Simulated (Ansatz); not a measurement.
# CH8BNSi: two geometries relaxed, part 2 of 2

Are the two ends of the inversion of the pyramid at N4 separate minima, and which lies lower? Each is relaxed from a guess. SMILES of the start: C[SiH2]BN.

Ansatz 0.2.0; RKS PBE-D4/cc-pVDZ. Earlier steps stand in the parts before.

### Step 3. Relaxing end B

The second end starts from a geometry with the move made by hand.

The input, input.yaml:

```yaml
crystal:
  periodic: [false, false, false]
  atoms:
    - { symbol: C, position_ang: [-1.3415, 1.2767, -0.0772] }
    - { symbol: Si, position_ang: [-0.1679, 0.3163, 0.8981] }
    - { symbol: B, position_ang: [1.114, -0.4598, -0.3141] }
    - { symbol: "N", position_ang: [1.379, -1.9616, -0.3804] }
    - { symbol: H, position_ang: [-1.901, 0.6558, -0.8373] }
    - { symbol: H, position_ang: [-2.1395, 1.7833, 0.5953] }
    - { symbol: H, position_ang: [-0.8298, 2.1322, -0.626] }
    - { symbol: H, position_ang: [-0.8341, -0.735, 1.6079] }
    - { symbol: H, position_ang: [0.52, 1.209, 1.9091] }
    - { symbol: H, position_ang: [1.8274, 0.2463, -0.9386] }
    - { symbol: H, position_ang: [2.33011, -2.15079, -0.31624] }
    - { symbol: H, position_ang: [0.93595, -2.31335, 0.54709] }
basis:
  gaussian: { orbitals: cc-pVDZ }
hamiltonian:
  xc: pbe
  dispersion: d4
relax:
  f_tol: 0.015
  max_steps: 40
```

On the command line:

```bash
ansatz run input.yaml --threads 2 --pin off --max-ram 3072MiB --backend cpu --events-out ev --progress --plain --runs-dir out
```

Log:

```text
Warning: RAYON_NUM_THREADS=2 ignored (pool sized by the plan → 2); use --threads N
The last accepted step is kept in <dir> (removed where the run ends without a failure and the disk answers)
Engine: ansatz 0.2.0, aarch64-unknown-linux-gnu
Functional definition: PBE
  parameter kappa = 0.804
  parameter beta = 0.06672455060314922
  exchange = pbe_x(kappa = kappa, mu = beta*pi^2/3)
  correlation = pbe_c(beta = beta)
1234 factors; their error is unknown
mean field evaluation 1: about -11190.7848 eV, gradient 7.0e1 eV
mean field evaluation 2: about -11159.3242 eV, gradient 1.2e2 eV
mean field evaluation 4: about -11202.0682 eV, gradient 9.1e0 eV
mean field evaluation 8: about -11202.2888 eV, gradient 1.7e-1 eV
mean field evaluation 16: about -11202.2498 eV, gradient 1.4e-4 eV
mean field -11202.24976583 eV, -411.6750857366 hartree, gradient 3.8e-5 eV, S^2 0.000000; 0 other end points of the search recorded, 0 dependent functions left out
the calculation of the forces begins
reference -11202.24980526 eV, -411.6750871855 hartree; 20, 20 occupied and 80, 80 virtual orbitals, 1234 factors
relax step   1: F+E_penalty+E_count = -11202.45867958 eV  Δ(F+E_penalty+E_count) = +0.000e0 eV  max|allowed force component| = 4.002e0 eV/Å  Δτ_max = 0.0000 Å  (27 SCF iters, accepted)
these checks for a lower state are left out or cut short: starts, cluster_reference, orbital_swaps, neighbouring_geometries, increment
1234 factors; their error is unknown
mean field -11202.96515724 eV, -411.7013758859 hartree, gradient 1.1e-5 eV, S^2 0.000000; 0 other end points of the search recorded, 0 dependent functions left out
the calculation of the forces begins
reference -11202.96519804 eV, -411.7013773854 hartree; 20, 20 occupied and 80, 80 virtual orbitals, 1234 factors
relax step   2: F+E_penalty+E_count = -11203.17009348 eV  Δ(F+E_penalty+E_count) = -7.114e-1 eV  max|allowed force component| = 1.941e0 eV/Å  Δτ_max = 0.1948 Å  (35 SCF iters, accepted)
these checks for a lower state are left out or cut short: starts, cluster_reference, orbital_swaps, neighbouring_geometries, increment
1234 factors; their error is unknown
mean field evaluation 32: about -11203.1551 eV, gradient 1.0e-3 eV
mean field -11203.15506859 eV, -411.7083549994 hartree, gradient 1.1e-5 eV, S^2 0.000000; 0 other end points of the search recorded, 0 dependent functions left out
the calculation of the forces begins
reference -11203.15511012 eV, -411.7083565257 hartree; 20, 20 occupied and 80, 80 virtual orbitals, 1234 factors
relax step   3: F+E_penalty+E_count = -11203.35631977 eV  Δ(F+E_penalty+E_count) = -1.862e-1 eV  max|allowed force component| = 2.344e0 eV/Å  Δτ_max = 0.1922 Å  (34 SCF iters, accepted)
these checks for a lower state are left out or cut short: starts, cluster_reference, orbital_swaps, neighbouring_geometries, increment
1234 factors; their error is unknown
mean field -11203.34056545 eV, -411.7151718835 hartree, gradient 2.5e-5 eV, S^2 0.000000; 0 other end points of the search recorded, 0 dependent functions left out
the calculation of the forces begins
reference -11203.34060737 eV, -411.7151734239 hartree; 20, 20 occupied and 80, 80 virtual orbitals, 1234 factors
relax step   4: F+E_penalty+E_count = -11203.54304139 eV  Δ(F+E_penalty+E_count) = -1.867e-1 eV  max|allowed force component| = 1.468e0 eV/Å  Δτ_max = 0.2000 Å  (33 SCF iters, accepted)
these checks for a lower state are left out or cut short: starts, cluster_reference, orbital_swaps, neighbouring_geometries, increment
1234 factors; their error is unknown
mean field -11203.37322058 eV, -411.7163719373 hartree, gradient 2.2e-5 eV, S^2 0.000000; 0 other end points of the search recorded, 0 dependent functions left out
the calculation of the forces begins
reference -11203.37326215 eV, -411.7163734647 hartree; 20, 20 occupied and 80, 80 virtual orbitals, 1234 factors
relax step   5: F+E_penalty+E_count = -11203.57475083 eV  Δ(F+E_penalty+E_count) = -3.171e-2 eV  max|allowed force component| = 4.047e-1 eV/Å  Δτ_max = 0.1166 Å  (27 SCF iters, accepted)
these checks for a lower state are left out or cut short: starts, cluster_reference, orbital_swaps, neighbouring_geometries, increment
1234 factors; their error is unknown
mean field -11203.40274483 eV, -411.7174569334 hartree, gradient 2.1e-5 eV, S^2 0.000000; 0 other end points of the search recorded, 0 dependent functions left out
the calculation of the forces begins
reference -11203.40278646 eV, -411.7174584634 hartree; 20, 20 occupied and 80, 80 virtual orbitals, 1234 factors
relax step   6: F+E_penalty+E_count = -11203.60448479 eV  Δ(F+E_penalty+E_count) = -2.973e-2 eV  max|allowed force component| = 2.516e-1 eV/Å  Δτ_max = 0.0947 Å  (27 SCF iters, accepted)
these checks for a lower state are left out or cut short: starts, cluster_reference, orbital_swaps, neighbouring_geometries, increment
1234 factors; their error is unknown
mean field -11203.40732394 eV, -411.7176252126 hartree, gradient 2.7e-5 eV, S^2 0.000000; 0 other end points of the search recorded, 0 dependent functions left out
the calculation of the forces begins
reference -11203.40736558 eV, -411.7176267428 hartree; 20, 20 occupied and 80, 80 virtual orbitals, 1234 factors
relax step   7: F+E_penalty+E_count = -11203.60968618 eV  Δ(F+E_penalty+E_count) = -5.201e-3 eV  max|allowed force component| = 4.895e-2 eV/Å  Δτ_max = 0.0510 Å  (28 SCF iters, accepted)
these checks for a lower state are left out or cut short: starts, cluster_reference, orbital_swaps, neighbouring_geometries, increment
1234 factors; their error is unknown
mean field evaluation 64: about -11203.4448 eV, gradient 4.6e-1 eV
mean field -11203.40798199 eV, -411.7176493954 hartree, gradient 2.6e-5 eV, S^2 0.000000; 0 other end points of the search recorded, 0 dependent functions left out
the calculation of the forces begins
reference -11203.40802362 eV, -411.7176509253 hartree; 20, 20 occupied and 80, 80 virtual orbitals, 1234 factors
relax step   8: F+E_penalty+E_count = -11203.61015589 eV  Δ(F+E_penalty+E_count) = -4.697e-4 eV  max|allowed force component| = 2.133e-2 eV/Å  Δτ_max = 0.0137 Å  (29 SCF iters, accepted)
these checks for a lower state are left out or cut short: starts, cluster_reference, orbital_swaps, neighbouring_geometries, increment
1234 factors; their error is unknown
mean field -11203.40816166 eV, -411.7176559983 hartree, gradient 2.6e-5 eV, S^2 0.000000; 0 other end points of the search recorded, 0 dependent functions left out
the calculation of the forces begins
reference -11203.40820330 eV, -411.7176575285 hartree; 20, 20 occupied and 80, 80 virtual orbitals, 1234 factors
relax step   9: F+E_penalty+E_count = -11203.61036400 eV  Δ(F+E_penalty+E_count) = -2.081e-4 eV  max|allowed force component| = 6.172e-3 eV/Å  Δτ_max = 0.0097 Å  (30 SCF iters, accepted)
1234 factors; their error is unknown
mean field evaluation 96: about -11203.4082 eV, gradient 2.3e-5 eV
mean field -11203.40816166 eV, -411.7176559983 hartree, gradient 2.6e-5 eV, S^2 0.000000; 1 other end points of the search recorded, 0 dependent functions left out
the calculation of the forces begins
reference -11203.40820330 eV, -411.7176575285 hartree; 20, 20 occupied and 80, 80 virtual orbitals, 1234 factors
Total energy: -11203.61040564 eV, -411.7250883275 hartree
Atom 0 at    -1.433876     1.359501    -0.102239 Å, force     0.003381    -0.002598     0.003758 eV/Å
Atom 1 at    -0.185346     0.349264     0.930598 Å, force    -0.002021     0.006172    -0.000737 eV/Å
Atom 2 at     1.272616    -0.485969    -0.203948 Å, force     0.003320    -0.002682     0.003401 eV/Å
Atom 3 at     1.547216    -1.853397    -0.125229 Å, force    -0.001244     0.004785    -0.004525 eV/Å
Atom 4 at    -1.955584     0.710824    -0.834492 Å, force     0.000474    -0.000402    -0.001677 eV/Å
Atom 5 at    -2.196638     1.835081     0.546202 Å, force     0.000796     0.000604    -0.000836 eV/Å
Atom 6 at    -0.908534     2.157713    -0.664870 Å, force    -0.002760     0.000400    -0.000448 eV/Å
Atom 7 at    -0.943453    -0.710900     1.716214 Å, force     0.001758    -0.002854     0.000275 eV/Å
Atom 8 at     0.430486     1.275543     1.964440 Å, force    -0.001565    -0.000464    -0.001065 eV/Å
Atom 9 at     1.946331     0.172502    -0.978424 Å, force    -0.000303    -0.000567     0.000372 eV/Å
Atom 10 at     2.277329    -2.316856    -0.670644 Å, force     0.000040    -0.002303    -0.000589 eV/Å
Atom 11 at     1.042114    -2.494248     0.490042 Å, force    -0.001877    -0.000090     0.002071 eV/Å
Dipole moment:     0.116552    -0.434519    -0.155373 e Å
```

Wall time 18 s (2 threads of Arm Neoverse V1, shared host); peak memory 0.15 GiB.

Relaxation path:

```
step  energy from step 1 (eV)  largest force component (eV/Å)
   1                   0.0000                          4.0019
   2                  -0.7114                          1.9414
   3                  -0.8976                          2.3440
   4                  -1.0844                          1.4679
   5                  -1.1161                          0.4047
   6                  -1.1458                          0.2516
   7                  -1.1510                          0.0489
   8                  -1.1515                          0.0213
   9                  -1.1517                          0.0062
```

Step 1 is the start.

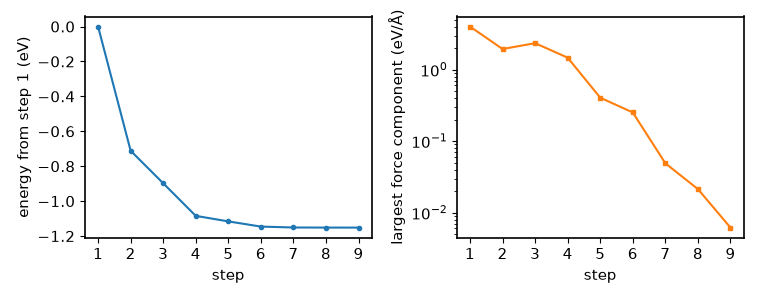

How energy and force went from step to step.

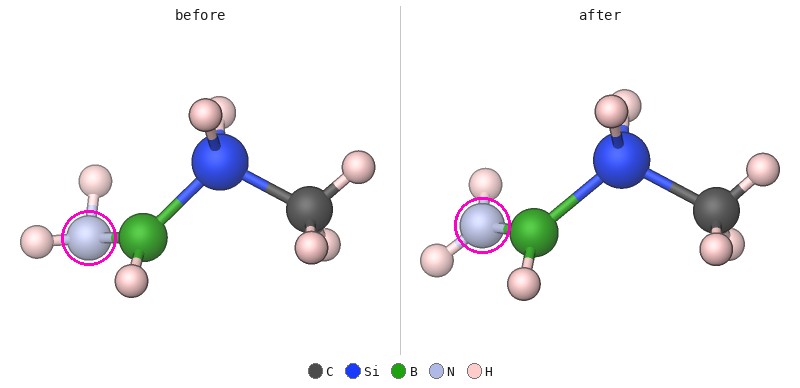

The structure before (left) and after (right), drawn at the same scale.

After: Bond lengths: C1–Si2 1.909 Å, Si2–B3 2.027 Å, B3–N4 1.397 Å, C1–H5 1.109 Å, C1–H6 1.108 Å, C1–H7 1.109 Å, Si2–H8 1.522 Å, Si2–H9 1.519 Å, B3–H10 1.220 Å, N4–H11 1.022 Å, N4–H12 1.022 Å. Angles (14 of 18 angles, heavy atoms first): C1–Si2–B3 112.7°, Si2–B3–N4 120.9°, C1–Si2–H8 108.8°, C1–Si2–H9 108.1°, B3–Si2–H8 111.1°, B3–Si2–H9 109.9°, Si2–C1–H5 110.8°, Si2–C1–H6 111.1°, Si2–C1–H7 110.2°, Si2–B3–H10 122.0°, N4–B3–H10 117.1°, B3–N4–H11 123.6°, B3–N4–H12 123.4°, H8–Si2–H9 106.0°.

### Step 4. Results

This closing draws on all 2 parts.

```
                           quantity                     value
                              end A  11 moves, 1.270 eV lower
                              end B   8 moves, 1.152 eV lower
largest difference between the ends                    0.04 Å
            end B relative to end A                 +0.000 eV
```

What this shows: Both starts fell into the same minimum (no atom differs by more than 0.04 Å), so from this start no second minimum was found and no band was run; another arrangement could still be one.
